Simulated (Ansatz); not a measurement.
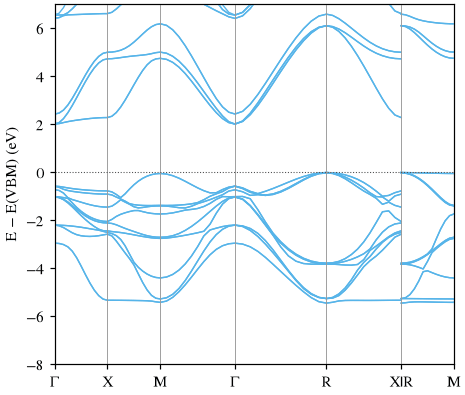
Figure: Band structure from PBE with spin–orbit coupling in the plane-wave PAW code Ansatz

Problem. Read off the gap and where the band edges lie.

Solution. About 2.0 eV (2.02 eV by a search for the band edges); maximum at R, minimum at Γ.

The material is KTaO3 (cubic perovskite, space group No. 221).

Space group Pm-3m (cubic perovskite). The PBE relaxation kept the symmetry of its start. At this level the phase is dynamically unstable (imaginary phonons). The run is not spin-polarised.

Potentials: the later of the program's two PAW sets.
